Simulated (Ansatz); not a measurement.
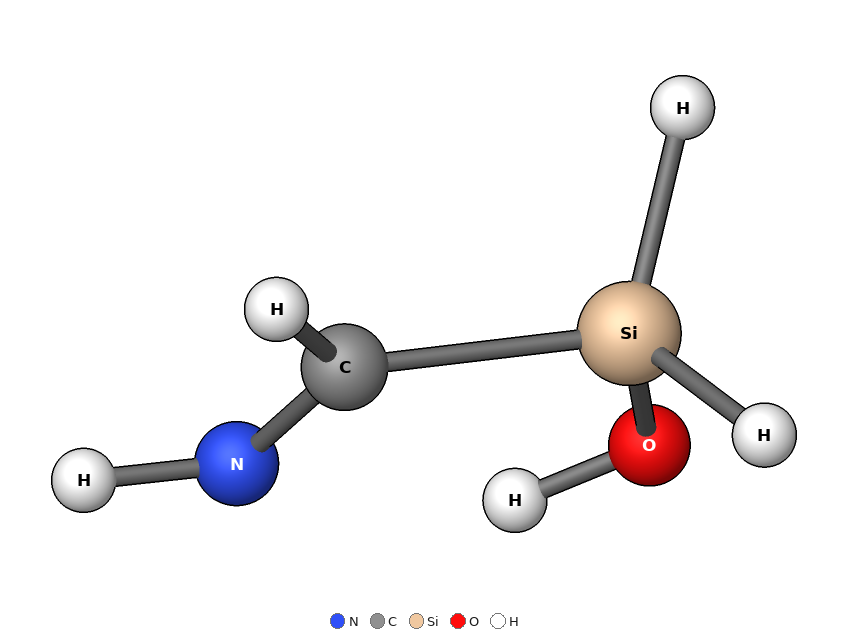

Harmonic vibrations computed with RKS PBE0-D4/def2-TZVP (Ansatz 0.2.0) at a stationary point of the same level.

> How many imaginary frequencies does it have?

A minimum: no imaginary frequency, and the lowest mode lies at 141 cm⁻¹.

> List the wavenumbers.

21 modes: 141, 188, 428, 439, 470, 651, 713, 770, 828, 922, 981, 998, 1147, 1185, 1395, 1676, 2218, 2225, 3016, 3444, 3755 cm⁻¹.
